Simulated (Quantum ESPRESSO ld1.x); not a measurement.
For Ne³⁺ in [He] 2s2 2p3, the spin moment of the 2p shell is fixed at a series of values. Level of theory: non-relativistic Kohn-Sham, LDA (Slater exchange, Perdew-Wang correlation), spin-polarised, spherical densities, point nucleus. Computed with Quantum ESPRESSO ld1.x 7.5. Wanted, and plotted below: the energy and the exchange splitting.

The energy falls with the moment, to −6.37 eV at M = 3 μB, the largest moment run, in line with Hund's first rule (at fractional spins the functional's fractional-spin error adds to the fall). A fit E = −I M²/4 gives an exchange integral I of about 2.8 eV, and the exchange splitting grows nearly in proportion to M, to 8.69 eV (2.9 eV per μB).

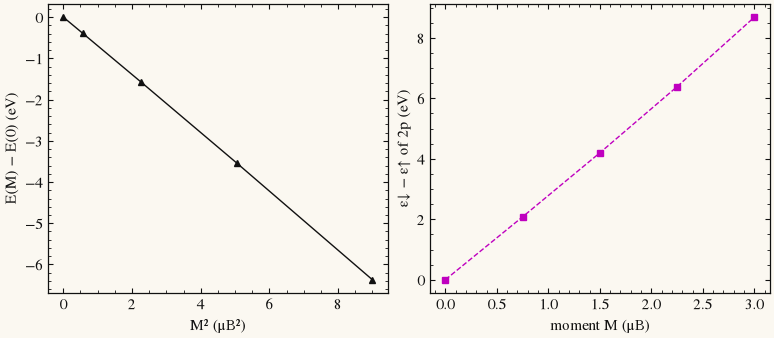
